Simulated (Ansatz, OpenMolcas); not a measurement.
**Exact exchange and the HOMO–LUMO gap of C2H8N2 (1,1-dimethylhydrazine)**

The species is C2H8N2 (12 atoms), meant as a singlet with charge 0. As SMILES, `CN(C)N`. The shape is that of a PBE0-D4/def2-TZVP optimisation. This is a higher conformer, about 14 kJ/mol above the lowest found by a separate search.

The HOMO–LUMO gap y, in eV, basis 6-31G(d); a is the functional's share of exact exchange. Programs: Ansatz 0.2.0, OpenMolcas 26.06.

| functional | program | a | y (eV) |
| --- | --- | --- | --- |
| r2SCAN | Ansatz | 0 | 6.14 |
| TPSS | OpenMolcas | 0 | 5.69 |
| B3LYP | Ansatz | 0.2 | ? |
| r2SCAN0 | Ansatz | 0.25 | 8.33 |
| PBE0 | Ansatz | 0.25 | 7.75 |
| BHLYP | Ansatz | 0.5 | 10.06 |

Problem. Fit y = c + s·a to the known rows and predict B3LYP.

Solution. 
1. Means of the 5 rows: a = 0.2000, y = 7.594.
2. Σ(Δa)² = 0.175, Σ(Δa·Δy) = 1.456, so the slope is 1.456/0.175 = 8.32.
3. Intercept: 7.594 − (8.32) × 0.2000 = 5.930. The largest residual of the fit is 0.32.
4. B3LYP: 5.930 + (8.32) × 0.2 = 7.59 eV.

The run gave 7.12 eV, so the prediction is off by +0.47 eV, about the largest residual. Exact exchange lowers occupied levels and raises empty ones. The rows mix families of semi-local functionals, which the line can't see.

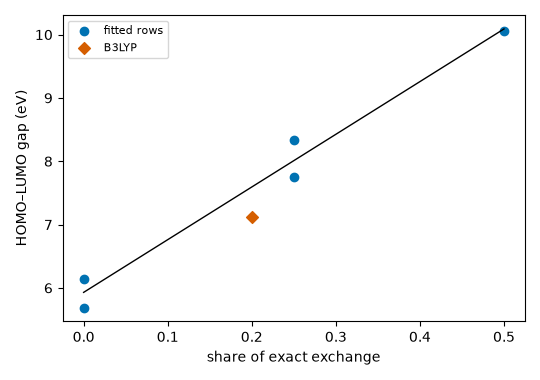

The fitted line, with the withheld row.
